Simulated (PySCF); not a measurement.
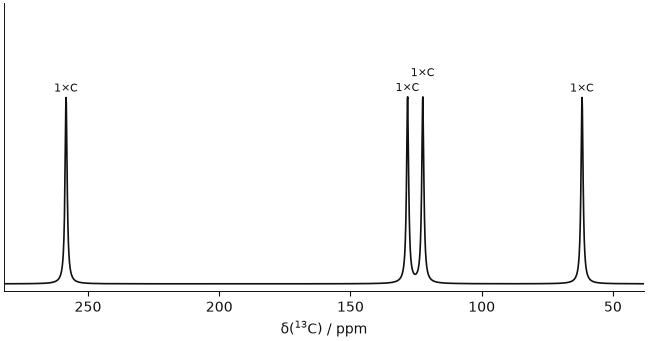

GIAO shifts, PBE0/pcSseg-1, PySCF 2.14.0, at a GFN2-xTB geometry (no frequency check), against TMS for ¹³C computed at the same level. Gas phase, fully decoupled, line heights follow the number of nuclei, widths are arbitrary (no quadrupolar broadening); values of one conformer, averaged over nuclei that symmetry or rotation about single bonds exchange, these motions taken as fast; other conformers aren't averaged in.

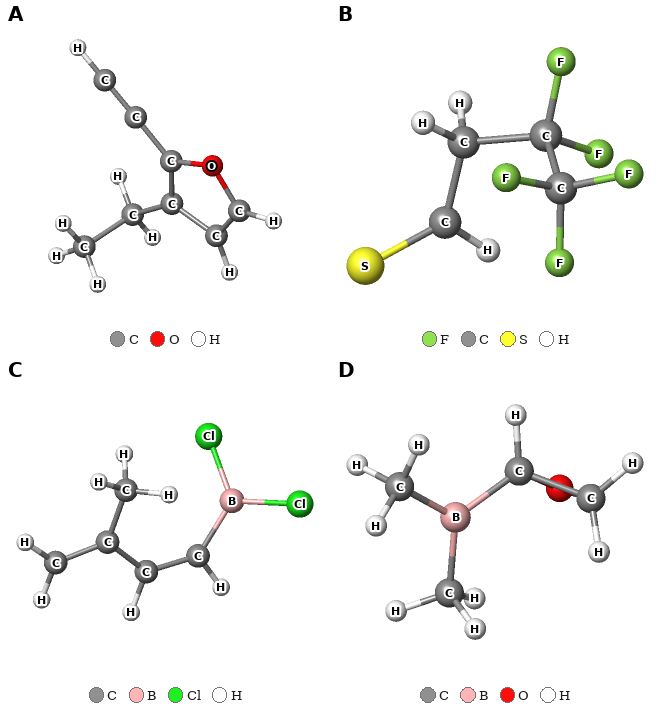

> Which structure fits the spectrum? Choose among the lettered structures.

Structure B, C₄H₃F₅S, SMILES FC(F)(F)C(F)(F)CC=S. Its ¹³C signals: 258.4 (1 C), 128.2 (1 C), 122.4 (1 C), 61.8 (1 C) ppm.

Caveats: the tight-binding geometry is rougher than a DFT one and adds to the error.
